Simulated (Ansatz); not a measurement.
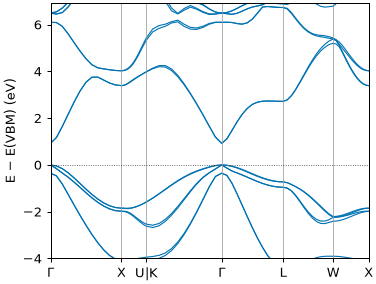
Figure. Band structure from plane-wave PAW r²SCAN with spin–orbit coupling (Ansatz code)

### Question
Read off the gap and where the band edges lie.

### Answer
About 0.9 eV (0.92 eV by a search for the band edges); maximum at Γ, minimum at Γ.

The material is CdSe (zinc blende, F-43m).

The cell was relaxed with r²SCAN under the symmetry of its start.

Potentials: the later of the program's two PAW sets.
